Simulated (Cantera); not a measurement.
A closed system holds: 1 mol SO2, 0.57 mol H2, at 1700 Pa.

These are equilibrium values from Cantera (NASA tables, ideal gas, pure condensed phases), not measurements of a reactor. Candidate condensed phases: H2O, H2SO4, S; 19 gas species. Gases not in the tables: S3 to S7. The numbers say what is thermodynamically allowed, not how fast it happens.

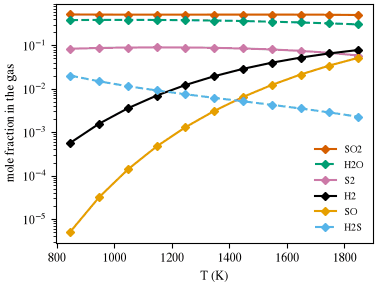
Fig. 1. Equilibrium gas composition (values under 1e-9 drawn at 1e-9)

From 848 K to 1848 K nothing is condensed.
